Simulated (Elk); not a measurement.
Band structure of IrOs (P-6m2, 2 atoms in the cell).

```xyz
2
Lattice="2.8081 0.0000 0.0000 -1.4040 2.4319 0.0000 0.0000 0.0000 4.4634" Properties=species:S:1:pos:R:3 pbc="T T T"
Os     0.0000     1.6213     0.0000
Ir     1.4040     0.8106     2.2317
```

Level of theory: Elk with PBEsol, all-electron FP-LAPW, Elk's shipped species files, APW+lo basis with extra local orbitals.

Settings: xctype = 22; rgkmax = 7.5; stype = 3; swidth = 0.00367493 Ha; ngridk = 13 13 8; gmaxvr = 16 1/bohr; nxlo = 2; lorbcnd = true; rmtscf = 0.87; lmaxi = 2.

The starting cell comes from a database of computed structures (which also holds hypothetical and non-ambient phases and stackings), without a prior relaxation at this level. Its lattice was rescaled by a random factor within 2.5 % of one. Spin-orbit coupling is off. Spin polarisation is off. Values depend on the basis (sphere radii, cutoffs, local orbitals), which need not be converged.

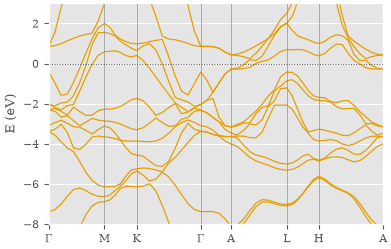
Figure. Bands along the path, energies from the Fermi level.

Levels in eV from the Fermi level, bands 26 to 33:
| point | 26 | 27 | 28 | 29 | 30 | 31 | 32 | 33 |
|---|---|---|---|---|---|---|---|---|
| Γ | -3.10 | -2.32 | -2.32 | -2.04 | -2.04 | -0.42 | 0.85 | 0.85 |
| M | -3.12 | -2.87 | -2.28 | 0.58 | 1.54 | 1.99 | 2.99 | 4.54 |
| K | -3.86 | -3.30 | -1.73 | 0.40 | 0.64 | 0.98 | 4.11 | 4.46 |
| A | -3.64 | -3.47 | -3.17 | -3.17 | -0.28 | -0.28 | 0.43 | 0.43 |
| L | -2.07 | -1.21 | -0.86 | -0.43 | 0.69 | 2.00 | 2.02 | 2.50 |
| H | -3.86 | -3.27 | -1.85 | -1.69 | 0.38 | 1.00 | 6.59 | 7.32 |

Bands cross the Fermi level along this path, so the cell is metallic at this level.
